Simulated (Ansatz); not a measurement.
# InH3 (triplet): wB97M-V, B2PLYP over a scan of the distance In1–H2, def2-SVP

Aim: run InH3 (triplet) with these functionals over a scan of the distance In1–H2, and hold them against the top wave-function level at the same points.

The runs use Ansatz 0.2.0, Gaussian basis; def2-SVP, all electrons in the functionals, frozen cores in the correlation of double hybrids and RPA.

The runs, in order: wB97M-V, B2PLYP, at 1.426 Å; 1.595 Å; 1.760 Å; 1.925 Å; 2.101 Å; 2.404 Å; 2.753 Å; 3.197 Å; 3.885 Å; 4.777 Å; 6.088 Å.

32 further runs of the same task are left out: 6 for a known fault of the program, 20 that didn't finish, 6 set aside as unsound or not needed.

## 1. The geometry

The geometry derives from a PBE0/def2-TZVP stationary point (not a proven minimum). One bond is set to the value named and the two fragments are kept rigid. No spin-orbit coupling is included. Elements past krypton take def2 core potentials.

4 atoms, charge 0, spin multiplicity 3.

Atoms are counted from 1 here; the program's logs count them from 0.

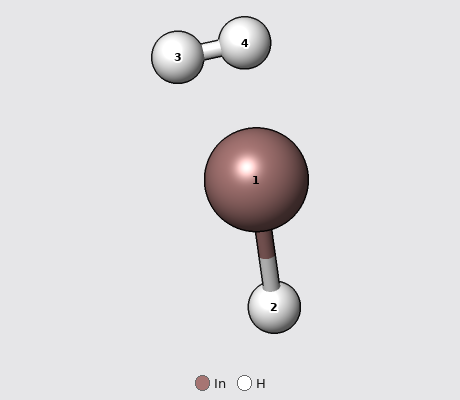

The structure; indium brown, hydrogen white; atoms are numbered from 1 in the order of the file.

No dispersion term is added; wB97M-V holds VV10 nonlocal correlation.

The geometry shown and the zero of energy belong to the point 1.760 Å. The yardstick, FCI, and other wave-function levels (R restricted, U unrestricted, valence and pair active spaces) come from earlier runs.

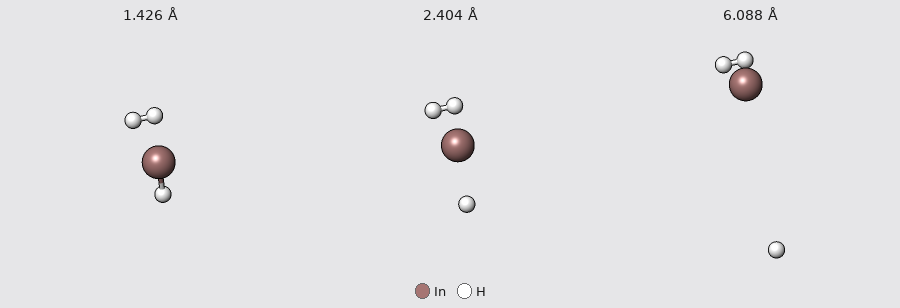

Three points of the scan; sticks are drawn by distance.

## 2. wB97M-V, 1.426 Å

in.yaml reads:

```yaml
crystal:
  periodic: [false, false, false]
  atoms:
    - {symbol: In, position_ang: [0.000000, 0.014207, -0.038844]}
    - {symbol: H, position_ang: [0.000000, -1.398668, -0.231869]}
    - {symbol: H, position_ang: [0.384545, -0.109867, 2.328360]}
    - {symbol: H, position_ang: [-0.384545, -0.109867, 2.328360]}
basis:
  gaussian: {orbitals: def2-SVP}
magnetization: {spin_polarized: true, initial_magnetization: 2}
hamiltonian: {xc: {name: wB97M-V}}
output: {orbitals: {seedname: orbitals}}
```

Launch:

```sh
> ansatz run in.yaml --threads 1 --pin off --events-out ev --progress --plain --max-ram 2393MiB
```

After this run come: wB97M-V, 1.595 Å; wB97M-V, 1.760 Å; wB97M-V, 1.925 Å; wB97M-V, 2.101 Å; wB97M-V, 2.404 Å; wB97M-V, 2.753 Å; wB97M-V, 3.197 Å; wB97M-V, 3.885 Å; wB97M-V, 4.777 Å; wB97M-V, 6.088 Å; B2PLYP, 1.426 Å; B2PLYP, 1.595 Å; B2PLYP, 1.760 Å; B2PLYP, 1.925 Å; B2PLYP, 2.101 Å; B2PLYP, 2.404 Å; B2PLYP, 2.753 Å; B2PLYP, 3.197 Å; B2PLYP, 3.885 Å; B2PLYP, 4.777 Å; B2PLYP, 6.088 Å.

**Question.** What will the summary of the whole plan be? Wanted: span of the FCI curve; largest miss, wB97M-V; largest miss, B2PLYP.

The runs gave:

| quantity | value |
| --- | --- |
| span of the FCI curve | 22.8 kcal/mol |
| largest miss, wB97M-V | -3.4 kcal/mol (1.426 Å) |
| largest miss, B2PLYP | -2.3 kcal/mol (2.753 Å) |

**Reading.** Of the functionals, B2PLYP keep the smallest largest miss at the points compared (at most 2.3 kcal/mol) and wB97M-V strays most (3.4 kcal/mol, at 1.426 Å). Functionals and the yardstick converge differently with the basis, so part of each miss in def2-SVP is the basis.
